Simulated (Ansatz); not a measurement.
# BH₂− (triplet): correlated methods under varied settings at distance B1–H2 = 1.098 Å

Aim: run BH₂− (triplet) at one geometry under a spread of methods and options, and see what each costs and gives.

Method: the settings change from run to run; program: Ansatz 0.2.0, Gaussian basis.

16 further runs of the same task are left out: 3 for a known fault of the program, 13 that didn't finish.

**1. What is computed**

The geometry derives from a PBE0/def2-TZVPD stationary point (not a proven minimum). One bond is set to the value named and the two fragments are kept rigid.

3 atoms, charge -1, spin multiplicity 3.

Atoms are counted from 1 here; the program's logs count them from 0.

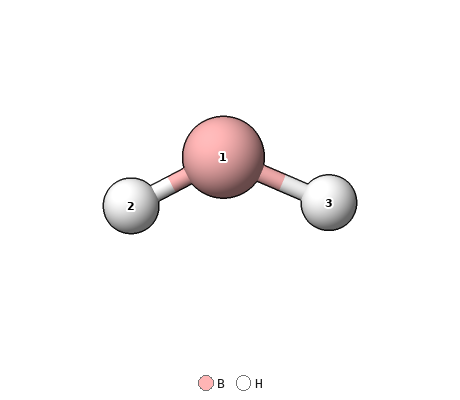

The structure; boron pink, hydrogen white; atoms are numbered from 1 in the order of the file.

**2. NEVPT4(SD)(4,3)/6-31++G****

Contents of in.yaml:

```yaml
crystal:
  periodic: [false, false, false]
  atoms:
    - {symbol: B, position_ang: [0.000000, -0.078131, -0.007879]}
    - {symbol: H, position_ang: [0.000000, 0.395065, -0.998682]}
    - {symbol: H, position_ang: [0.000000, 0.442953, 1.083194]}
basis:
  gaussian: {orbitals: "6-31++G**"}
total_charge: -1
magnetization: {spin_polarized: false, initial_magnetization: 2}
correlation: {method: fic_nevpt4_sd, electrons: valence, active_space: {window: {electrons: 4, orbitals: 3}, states: [{multiplicity: 3, weights: [1, 1]}]}}
accuracy: high
scf: {lower_state_search: light}
```

The run is started by

```bash
ansatz run in.yaml --threads 1 --pin off --events-out ev --progress --plain --max-ram 2393MiB
```

Standard output:

```text
Functional definition: HF
  name "HF"
  cite "Fock, Z. Phys. 61, 126 (1930) doi:10.1007/BF01340294"
  parent pbe
  exchange = exact_x
  correlation = 0
566 factors; integrals over basis functions are off by at most 3.1e-9 eV
mean field evaluation 1: about -697.8185 eV, gradient 1.6e1 eV
mean field evaluation 2: about -697.8304 eV, gradient 1.6e1 eV
mean field evaluation 4: about -700.0961 eV, gradient 1.7e0 eV
mean field evaluation 8: about -700.1493 eV, gradient 4.0e-3 eV
mean field evaluation 16: about -700.1493 eV, gradient 5.0e-8 eV
mean field -700.14931432 eV, -25.7300127230 hartree, gradient 5.0e-8 eV, S^2 2.000000; 0 other end points of the search recorded, 0 dependent functions left out
reference -700.14931432 eV, -25.7300127230 hartree; 5, 3 occupied and 26, 28 virtual orbitals, 566 factors
state -700.01758477 eV, -25.7251717514 hartree
state -692.93448309 eV, -25.4648725656 hartree
state -700.01758477 eV, -25.7251717514 hartree; corrected -702.87340780 eV, -25.8301213118 hartree
state -692.93448309 eV, -25.4648725656 hartree; corrected -696.33839155 eV, -25.5899638945 hartree
WARN: the results are in doubt because a perturber of the state at -692.93448309 eV, -25.4648725656 hartree has the amplitude 0.61; its orbitals belong in the active space
Total energy: -699.60589968 eV, -25.7100426032 hartree
In doubt: a perturber of the state at -692.93448309 eV, -25.4648725656 hartree has the amplitude 0.61; its orbitals belong in the active space
```

Run time: 0.42 s. Hardware: 1 thread of Arm Neoverse V2, shared host.

From the report: 9 determinants; active occupations (of the averaged states) 1.50, 1.50, 1.00. The program marks this result as in doubt; its last lines say why.

**3. CISDTQ/STO-3G**

Contents of in.yaml:

```yaml
crystal:
  periodic: [false, false, false]
  atoms:
    - {symbol: B, position_ang: [0.000000, -0.078131, -0.007879]}
    - {symbol: H, position_ang: [0.000000, 0.395065, -0.998682]}
    - {symbol: H, position_ang: [0.000000, 0.442953, 1.083194]}
basis:
  gaussian: {orbitals: STO-3G}
total_charge: -1
magnetization: {spin_polarized: false, initial_magnetization: 2}
correlation: {active_space: {ras: {orbitals: [2, 2, 2], electrons: 6, max_holes: 4, max_particles: 4}, fixed_orbitals: true}}
scf: {lower_state_search: full}
```

Launched as before.

Standard output:

```text
Functional definition: HF
  name "HF"
  cite "Fock, Z. Phys. 61, 126 (1930) doi:10.1007/BF01340294"
  parent pbe
  exchange = exact_x
  correlation = 0
86 factors; integrals over basis functions are off by at most 1.1e-5 eV
mean field evaluation 1: about -684.3375 eV, gradient 1.0e1 eV
mean field evaluation 2: about -684.3498 eV, gradient 1.0e1 eV
mean field evaluation 4: about -685.4044 eV, gradient 2.7e-1 eV
mean field evaluation 8: about -685.4047 eV, gradient 1.9e-5 eV
mean field evaluation 16: about -681.8024 eV, gradient 1.6e1 eV
mean field evaluation 32: about -685.4046 eV, gradient 8.0e-2 eV
mean field -685.40466509 eV, -25.1881568579 hartree, gradient 4.3e-7 eV, S^2 2.000000; 3 other end points of the search recorded, 0 dependent functions left out
reference -685.40466509 eV, -25.1881568579 hartree; 5, 3 occupied and 2, 4 virtual orbitals, 86 factors
state -686.33930450 eV, -25.2225042227 hartree
Total energy: -686.33930450 eV, -25.2225042227 hartree
```

Wall time 0.06 s (1 thread of Arm Neoverse V2, shared host).

From the report: 200 determinants.

**4. CCSDT on UHF/def2-mTZVP**

Contents of in.yaml:

```yaml
crystal:
  periodic: [false, false, false]
  atoms:
    - {symbol: B, position_ang: [0.000000, -0.078131, -0.007879]}
    - {symbol: H, position_ang: [0.000000, 0.395065, -0.998682]}
    - {symbol: H, position_ang: [0.000000, 0.442953, 1.083194]}
basis:
  gaussian: {orbitals: def2-mTZVP}
total_charge: -1
magnetization: {spin_polarized: true, initial_magnetization: 2}
correlation: {method: ccsdt, electrons: outside_noble_gas, diis_vectors: 2}
output: {forces: true}
```

Same command.

Standard output, cut to the lines that bear on the results:

```text
Functional definition: HF
  name "HF"
  cite "Fock, Z. Phys. 61, 126 (1930) doi:10.1007/BF01340294"
  parent pbe
[...]
419 factors; integrals over basis functions are off by at most 2.1e-7 eV
[...]
mean field -700.16311101 eV, -25.7305197422 hartree, gradient 2.3e-6 eV, S^2 2.010711; 1 other end points of the search recorded, 0 dependent functions left out
determinant -700.16311101 eV, -25.7305197422 hartree, with singles and doubles -702.41993065 eV, -25.8134563340 hartree
determinant -697.10156617 eV, -25.6180100445 hartree, with singles and doubles -699.24199850 eV, -25.6966694818 hartree
1 core orbitals not correlated: weight in the atoms' cores, before any rotation towards them, 1.000 or more for the frozen orbitals, at most 0.000 for the correlated occupied ones
reference -700.16311101 eV, -25.7305197422 hartree; 4, 2 occupied and 20, 22 virtual orbitals, 419 factors
second order -1.81922833 eV of doubles, -0.00000000 eV of singles
cycle   1  -2.12256988 eV  change   -3.0e-1 eV  update   4.7e-2
[...]
cycle  16  -2.32131297 eV  change   -1.3e-7 eV  update   5.0e-7
[...]
Total energy: -702.48442399 eV, -25.8158264205 hartree
Atom 0 at     0.000000    -0.078131    -0.007879 Å, force     0.000000    -1.305761     2.847000 eV/Å
Atom 1 at     0.000000     0.395065    -0.998682 Å, force    -0.000000     1.332181    -2.814300 eV/Å
Atom 2 at     0.000000     0.442953     1.083194 Å, force     0.000000    -0.026420    -0.032699 eV/Å
Dipole moment:    -0.000000     0.268065    -0.027080 e Å
```

It took 3.5 s on 1 thread of Arm Neoverse V2, shared host.

From the report: ⟨S²⟩ of the determinant 2.011 (pure triplet: 2.00); correlation -2.3213 eV; T1 0.012; largest double amplitude 0.05.

**5. CCSDT(Q)/B on UHF/6-31++G****

Contents of in.yaml:

```yaml
crystal:
  periodic: [false, false, false]
  atoms:
    - {symbol: B, position_ang: [0.000000, -0.078131, -0.007879]}
    - {symbol: H, position_ang: [0.000000, 0.395065, -0.998682]}
    - {symbol: H, position_ang: [0.000000, 0.442953, 1.083194]}
basis:
  gaussian: {orbitals: "6-31++G**"}
total_charge: -1
magnetization: {spin_polarized: true, initial_magnetization: 2}
correlation: {method: ccsdt_q_b, electrons: outside_noble_gas, diis_vectors: 2}
```

Launched as before.

Standard output, cut to the lines that bear on the results:

```text
Functional definition: HF
  name "HF"
  cite "Fock, Z. Phys. 61, 126 (1930) doi:10.1007/BF01340294"
  parent pbe
[...]
494 factors; integrals over basis functions are off by at most 2.4e-7 eV
[...]
mean field -700.20789603 eV, -25.7321655613 hartree, gradient 1.7e-6 eV, S^2 2.008388; 2 other end points of the search recorded, 0 dependent functions left out
determinant -700.20789603 eV, -25.7321655613 hartree, with singles and doubles -702.89833760 eV, -25.8310374651 hartree
determinant -698.70767762 eV, -25.6770335515 hartree, with singles and doubles -701.15501045 eV, -25.7669713742 hartree
determinant -698.39007176 eV, -25.6653617515 hartree, with singles and doubles -700.78603364 eV, -25.7534117264 hartree
1 core orbitals not correlated: weight in the atoms' cores, before any rotation towards them, 1.000 or more for the frozen orbitals, at most 0.000 for the correlated occupied ones
reference -700.20789603 eV, -25.7321655613 hartree; 4, 2 occupied and 26, 28 virtual orbitals, 494 factors
second order -2.20908426 eV of doubles, -0.00000000 eV of singles
cycle   1  -2.55770594 eV  change   -3.5e-1 eV  update   5.0e-2
[...]
cycle  20  -2.76337400 eV  change   -3.2e-7 eV  update   6.3e-7
perturbative correction -0.00169199 eV, -0.0000621793 hartree
Total energy: -702.97296202 eV, -25.8337798621 hartree
```

It took 4.5 s on 1 thread of Arm Neoverse V2, shared host.

From the report: ⟨S²⟩ of the determinant 2.008 (pure triplet: 2.00); correlation -2.7651 eV; T1 0.016; largest double amplitude 0.06.

**6. CCSD on ROHF/def2-SVPD**

Contents of in.yaml:

```yaml
crystal:
  periodic: [false, false, false]
  atoms:
    - {symbol: B, position_ang: [0.000000, -0.078131, -0.007879]}
    - {symbol: H, position_ang: [0.000000, 0.395065, -0.998682]}
    - {symbol: H, position_ang: [0.000000, 0.442953, 1.083194]}
basis:
  gaussian: {orbitals: def2-SVPD, fitting: {mean_field: def2-universal-jkfit}}
total_charge: -1
magnetization: {spin_polarized: false, initial_magnetization: 2}
correlation: {method: ccsd, electrons: outside_noble_gas, diis_vectors: 2}
output: {forces: true}
```

The command is unchanged.

Standard output, cut to the lines that bear on the results:

```text
Functional definition: HF
  name "HF"
  cite "Fock, Z. Phys. 61, 126 (1930) doi:10.1007/BF01340294"
  parent pbe
[...]
111 factors; integrals over basis functions are off by at most 2.9e-1 eV
[...]
mean field -699.23510539 eV, -25.6964161644 hartree, gradient 9.7e-7 eV, S^2 2.000000; 2 other end points of the search recorded, 0 dependent functions left out
determinant -699.23510539 eV, -25.6964161644 hartree, with singles and doubles -702.18831809 eV, -25.8049447293 hartree
determinant -697.87488524 eV, -25.6464289961 hartree, with singles and doubles -700.46990952 eV, -25.7417943793 hartree
determinant -696.38530524 eV, -25.5916879405 hartree, with singles and doubles -699.26628315 eV, -25.6975619261 hartree
1 core orbitals not correlated: weight in the atoms' cores, before any rotation towards them, 1.000 or more for the frozen orbitals, at most 0.000 for the correlated occupied ones
reference -699.23510539 eV, -25.6964161644 hartree; 4, 2 occupied and 31, 33 virtual orbitals, 111 factors
second order -2.35142347 eV of doubles, -0.04476030 eV of singles
cycle   1  -2.94136697 eV  change   -1.4e-1 eV  update   1.7e-2
[...]
cycle  13  -2.95158697 eV  change    1.7e-7 eV  update   6.8e-7
[...]
Total energy: -702.18669236 eV, -25.8048849850 hartree
Atom 0 at     0.000000    -0.078131    -0.007879 Å, force     0.000000    -1.849551     3.044217 eV/Å
Atom 1 at     0.000000     0.395065    -0.998682 Å, force     0.000000     1.655074    -3.312491 eV/Å
Atom 2 at     0.000000     0.442953     1.083194 Å, force    -0.000000     0.194477     0.268274 eV/Å
Dipole moment:    -0.000000     0.247791    -0.031117 e Å
```

Run time: 0.66 s. Hardware: 1 thread of Arm Neoverse V2, shared host.

From the report: correlation -2.9516 eV; T1 0.021; largest double amplitude 0.03.

**7. CASSCF(2,8)/6-31++G****

Contents of in.yaml:

```yaml
crystal:
  periodic: [false, false, false]
  atoms:
    - {symbol: B, position_ang: [0.000000, -0.078131, -0.007879]}
    - {symbol: H, position_ang: [0.000000, 0.395065, -0.998682]}
    - {symbol: H, position_ang: [0.000000, 0.442953, 1.083194]}
basis:
  gaussian: {orbitals: "6-31++G**"}
total_charge: -1
magnetization: {spin_polarized: false, initial_magnetization: 2}
correlation: {active_space: {window: {electrons: 2, orbitals: 8}}}
```

The command is unchanged.

Standard output:

```text
Functional definition: HF
  name "HF"
  cite "Fock, Z. Phys. 61, 126 (1930) doi:10.1007/BF01340294"
  parent pbe
  exchange = exact_x
  correlation = 0
279 factors; integrals over basis functions are off by at most 1.2e-3 eV
mean field evaluation 1: about -697.8185 eV, gradient 1.6e1 eV
mean field evaluation 2: about -697.8304 eV, gradient 1.6e1 eV
mean field evaluation 4: about -700.0961 eV, gradient 1.7e0 eV
mean field evaluation 8: about -700.1493 eV, gradient 4.0e-3 eV
mean field evaluation 16: about -700.1443 eV, gradient 3.7e-1 eV
mean field -700.14931011 eV, -25.7300125683 hartree, gradient 2.6e-6 eV, S^2 2.000000; 2 other end points of the search recorded, 0 dependent functions left out
reference -700.14931011 eV, -25.7300125683 hartree; 5, 3 occupied and 26, 28 virtual orbitals, 279 factors
state -700.34350738 eV, -25.7371491864 hartree
Total energy: -700.34350738 eV, -25.7371491864 hartree
```

Wall time 1.3 s (1 thread of Arm Neoverse V2, shared host).

From the report: 64 determinants; active occupations 0.99, 0.99, 0.01, 0.01, 0.00, 0.00, 0.00, 0.00.

**8. All runs side by side**

Where basis and cores are those of an earlier FCI/6-31++G** run (-702.9728 eV), and the state is the same kind, the miss against it is given. † marks a result that the program doubts.

| level | correlated | functions | energy (eV) | from FCI (meV) | time |
| --- | --- | --- | --- | --- | --- |
| NEVPT4(SD)(4,3)/6-31++G** (mean of several states) † | valence | 31 | -699.6059 |  | 0.42 s |
| CISDTQ/STO-3G | valence | 7 | -686.3393 |  | 0.06 s |
| CCSDT on UHF/def2-mTZVP | outside noble gas | 25 | -702.4844 |  | 3.5 s |
| CCSDT(Q)/B on UHF/6-31++G** | outside noble gas | 31 | -702.9730 | -0.2 | 4.5 s |
| CCSD on ROHF/def2-SVPD | outside noble gas | 36 | -702.1867 |  | 0.66 s |
| CASSCF(2,8)/6-31++G** |  | 31 | -700.3435 | 2629.2 | 1.3 s |

**9. Results**

| quantity | value |
| --- | --- |
| runs | 6 |
| quickest | CISDTQ/STO-3G, 0.06 s |
| slowest | CCSDT(Q)/B on UHF/6-31++G**, 4.5 s |

**Reading.** Total energies in different bases, with other cores or another treatment of relativity can't be set against each other. CCSDT(Q)/B on UHF/6-31++G** took 76 times as long as CISDTQ/STO-3G; the jobs differ in more than the method. Hartree-Fock, CASSCF and CASCI lack dynamic correlation by design.
